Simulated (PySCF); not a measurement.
## Run report: C$_{4}$H$_{6}$Si, core-level calculation

- system: C$_{4}$H$_{6}$Si (silole)
- method: delta-SCF UKS PBE0, pcX-2 on the ionised atom, pcseg-1 elsewhere, spin-free X2C (PySCF 2.14.0)

Figures and captions count atoms from 1; the log counts them from 0 in places.

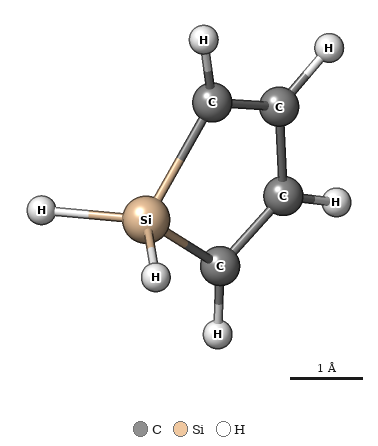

Figure 1. The structure as given in the input (ball-and-stick view, seen at a tilt). Bond lengths as drawn: C–C 1.35 to 1.48 Å, C–H 1.09 to 1.10 Å, C–Si 1.87 Å and H–Si 1.50 Å.

**Input file**
```
{"job": {"kind": "xps", "xc": "PBE0"}, "charge": 0, "multiplicity": 1}
C     -0.911252     0.683386    -0.718759
C      0.242260     1.289086    -0.365518
Si     1.232175     0.029436     0.607137
C     -0.097354    -1.279544     0.430313
C     -1.097078    -0.719706    -0.283434
H     -1.697592     1.176511    -1.301639
H      0.470716     2.320781    -0.639568
H      1.502329     0.430812     2.022456
H      2.534926    -0.339027    -0.028712
H     -0.142618    -2.307239     0.795691
H     -2.019366    -1.249419    -0.548140
```

The first line tells a small driver script what to run in PySCF; the rest is the geometry in Å.

Machine: 1 CPU thread, shared host.

Run as:
```bash
OMP_NUM_THREADS=1 python <driver script> task.json out
```

**The program's output**
```
ground state, core basis on atom 0 (C), 135 functions
  cycle   1  E = -445.72523201  |g| = 3.30e-01
  cycle   2  E = -445.71711911  |g| = 3.71e-01
  cycle   3  E = -445.75516065  |g| = 3.57e-02
  cycle   4  E = -445.75521379  |g| = 3.31e-02
  cycle   5  E = -445.75550657  |g| = 4.33e-03
  cycle   6  E = -445.75551193  |g| = 5.47e-04
  cycle   7  E = -445.75551149  |g| = 1.52e-04
  E(ground) = -445.75543938 Eh
hole in C 1s of atom 0
  cycle   1  E = -434.51580003  |g| = 1.52e+00
  cycle   2  E = -433.70531664  |g| = 1.88e+00
  cycle   3  E = -435.00563352  |g| = 3.95e-01
  cycle   4  E = -435.04943762  |g| = 2.71e-01
  cycle   5  E = -435.08758509  |g| = 5.78e-02
  cycle   6  E = -435.08921678  |g| = 1.17e-02
  cycle   7  E = -435.08933688  |g| = 7.96e-03
  cycle   8  E = -435.08944569  |g| = 3.80e-03
  cycle   9  E = -435.08954843  |g| = 2.41e-03
  cycle  10  E = -435.08958619  |g| = 1.16e-03
  cycle  11  E = -435.08959182  |g| = 4.80e-04
  E(ion) = -435.08952722 Eh   <S^2> = 0.8071   hole on atom = 1.000   binding energy = 290.234 eV
ground state, core basis on atom 1 (C), 135 functions
  cycle   1  E = -445.75518211  |g| = 6.08e-02
  cycle   2  E = -445.75490798  |g| = 3.86e-02
  cycle   3  E = -445.75496537  |g| = 3.56e-02
  cycle   4  E = -445.75530179  |g| = 1.36e-03
  cycle   5  E = -445.75530239  |g| = 3.48e-04
  E(ground) = -445.75523129 Eh
hole in C 1s of atom 1
  cycle   1  E = -434.53704392  |g| = 1.52e+00
  cycle   2  E = -433.74749205  |g| = 1.86e+00
  cycle   3  E = -435.03543710  |g| = 4.04e-01
  cycle   4  E = -435.08085636  |g| = 2.69e-01
  cycle   5  E = -435.12243660  |g| = 7.44e-02
  cycle   6  E = -435.12492501  |g| = 2.36e-02
  cycle   7  E = -435.12527400  |g| = 5.08e-03
  cycle   8  E = -435.12532270  |g| = 2.36e-03
  cycle   9  E = -435.12535342  |g| = 1.52e-03
  cycle  10  E = -435.12535901  |g| = 6.91e-04
  cycle  11  E = -435.12536186  |g| = 3.73e-04
  E(ion) = -435.12526076 Eh   <S^2> = 0.7855   hole on atom = 1.000   binding energy = 289.256 eV
ground state, core basis on atom 2 (Si), 146 functions
  cycle   1  E = -445.82053013  |g| = 2.08e-01
  cycle   2  E = -445.82051336  |g| = 3.35e-02
  cycle   3  E = -445.82029351  |g| = 4.00e-02
  cycle   4  E = -445.82069617  |g| = 1.00e-02
  cycle   5  E = -445.82072137  |g| = 9.89e-04
  cycle   6  E = -445.82072163  |g| = 1.59e-04
  E(ground) = -445.82065045 Eh
hole in Si 1s of atom 2
  cycle   1  E = -376.97015873  |g| = 4.39e+00
  cycle   2  E = -377.34246195  |g| = 1.91e+00
  cycle   3  E = -377.79940980  |g| = 6.56e-01
  cycle   4  E = -377.96595058  |g| = 3.76e-01
  cycle   5  E = -378.04268457  |g| = 1.07e-01
  cycle   6  E = -378.04845344  |g| = 1.39e-02
  cycle   7  E = -378.04854130  |g| = 6.93e-03
  cycle   8  E = -378.04856795  |g| = 5.12e-04
  cycle   9  E = -378.04856877  |g| = 1.62e-04
  E(ion) = -378.04852741 Eh   <S^2> = 0.7519   hole on atom = 1.000   binding energy = 1844.173 eV
hole in Si 2p of atom 2
  cycle   1  E = -441.58031081  |g| = 1.23e+00
  cycle   2  E = -441.56659729  |g| = 9.74e-01
  cycle   3  E = -441.85756395  |g| = 2.92e-01
  cycle   4  E = -441.89938167  |g| = 1.34e-01
  cycle   5  E = -441.90843457  |g| = 3.29e-02
  cycle   6  E = -441.90898111  |g| = 7.51e-03
  cycle   7  E = -441.90901431  |g| = 1.02e-03
  cycle   8  E = -441.90901410  |g| = 3.37e-04
  E(ion) = -441.90899915 Eh   <S^2> = 0.7531   hole on atom = 1.002   binding energy = 106.441 eV
  2p3/2 = 106.231 eV   2p1/2 = 106.846 eV
```

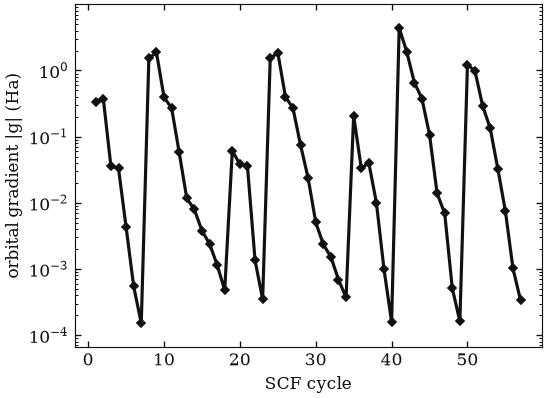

Figure 2. Convergence of the self-consistent field: orbital gradient |g| against the SCF cycle. All cycles printed in the log are drawn one after another.

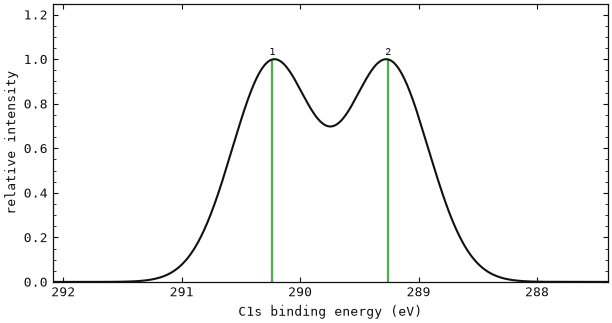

Figure 3. C1s binding energies by ΔSCF of the atoms computed, labelled by atom number, with a Gaussian envelope of 0.8 eV full width. They run from 289.26 eV (atom 2) to 290.23 eV (atom 1).

**Summary**

```json
{"quantity": "outcome", "value": "converged"}
{"quantity": "wall time", "value": "19 s"}
{"quantity": "peak memory", "value": "0.52 GiB"}
```
